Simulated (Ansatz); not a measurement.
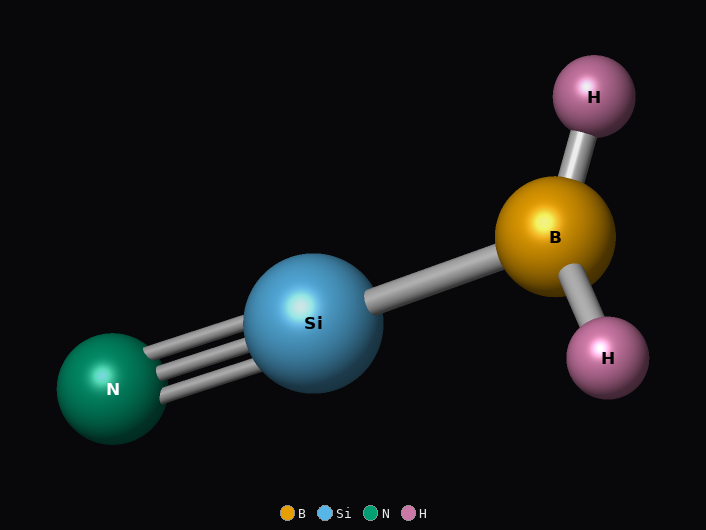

Geometry: atoms displaced at random (about 0.13 Å) from a stationary point of GFN2-xTB. Level of theory: RKS PBE0-D4/def2-TZVPP (Ansatz 0.2.0).

Predict the main results.

The species is BH₂NSi (`B[Si]#N`).
- dipole moment: 5.11 D
- HOMO energy (Kohn–Sham orbital): −7.32 eV
- LUMO energy (Kohn–Sham orbital): −4.29 eV
- HOMO–LUMO gap: 3.03 eV
